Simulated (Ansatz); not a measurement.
One crystal and one scan (scan of one atom of the cell) at two levels, PBE (plane waves to 420 eV, PAW, scalar-relativistic; Ansatz, a quantum-chemistry and plane-wave program) and PBEsol (plane waves to 420 eV, PAW, scalar-relativistic; Ansatz), each from its own relaxed cell and on its own mesh. The cell shown is that of PBE.

Relaxed Ir (fcc, Cu type):

```
Ir
1.0
    3.87085     0.00000     0.00000
    0.00000     3.87085     0.00000
    0.00000     0.00000     3.87085
Ir
4
Direct
  0.00000   0.00000   0.00000
  0.50000   0.50000   0.00000
  0.50000   0.00000   0.50000
  0.00000   0.50000   0.50000
```

Scan: atom 3 (Ir, nearest neighbour Ir at 2.737 Å; its periodic images, 3.9 Å or more away, move with it) is displaced along Cartesian x, direction (1.000, 0.000, 0.000) in Cartesian axes, by s. The other atoms stay.

The energy includes the smearing's −TS. Ir is run without spin polarisation. Ir was relaxed with its symmetry unable to fall. Spin-orbit coupling is left out, though Ir is heavy. With partly filled bands, energies and forces of such displacements shift with the k mesh and the smearing. Percentages come from the unrounded values.

```json
[
 {"quantity": "Lattice constant a (Å)", "PBE": "3.871", "PBEsol": "3.830", "PBE − PBEsol": "+0.041 (+1.1 %)"},
 {"quantity": "Force constant k = d²E/ds² at s = 0 (finite differences) (eV/Å²)", "PBE": "13.08", "PBEsol": "14.66", "PBE − PBEsol": "-1.58 (-11 %)"}
]
```

PBE gives the higher value for: lattice constant a. PBE gives the lower value for: force constant k = d²E/ds² at s = 0. Both give the same shape of the curve: a single well with its minimum at or next to zero displacement.

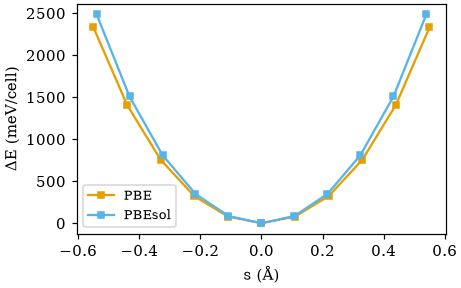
Fig. 1. ΔE, each from the undisplaced structure of its own level.

(A displaced cell: forces are minus the slopes of the energy, force constants its curvatures, and phonons follow from these.)
